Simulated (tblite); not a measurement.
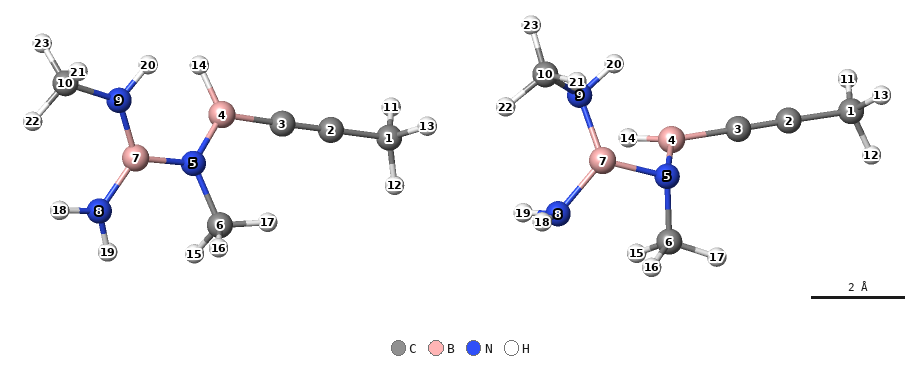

Two geometries of C5H13B2N3, drawn at one scale. One is the start of a relaxation, the other its converged end. A ball-and-stick model, seen at a tilt.

All numbers below come from tblite, GFN2-xTB geometry optimisation, gas phase. 

Which geometry has the lower energy?

Answer. The left one is the relaxed one. The atom that moves furthest after the best rigid fit is H14 (1.95 Å). Largest moves by element: H 1.95 Å, B 0.64 Å, C 0.62 Å, N 0.58 Å. Near-neighbour distances that change, for instance: B4–N5 1.552 → 1.396 Å, B7–N9 1.506 → 1.407 Å, B7–N8 1.505 → 1.411 Å, N5–B7 1.529 → 1.470 Å. Among the angles between lasting bonds that change: B4–N5–B7 103.4° → 124.3°, B7–N9–C10 111.6° → 129.8°, B4–N5–C6 107.2° → 119.6°. Over 133 geometry steps the energy falls by 67.2 kcal/mol.
